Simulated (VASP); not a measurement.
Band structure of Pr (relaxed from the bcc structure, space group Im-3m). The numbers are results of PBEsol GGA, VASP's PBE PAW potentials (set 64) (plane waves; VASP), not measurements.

The 4f electrons are frozen in the core of the lanthanide potential, so 4f levels, which can set the real gap, and their magnetism are missing.

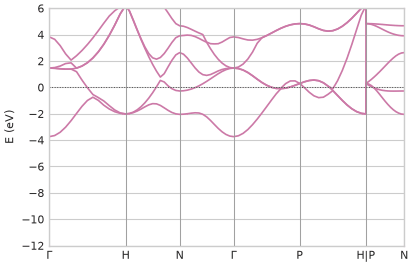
Figure: Bands along high-symmetry lines, zero at the valence-band maximum or, without a gap, the Fermi level

### Question
Read the plot: is there a gap, and where are the band edges?

### Answer
It has no gap at this level: it comes out as a metal or semimetal. (Edges off the drawn lines would not show.)

The structure was generated: Pr was put into the bcc type (Im-3m), which need not be its known phase. It was relaxed first.
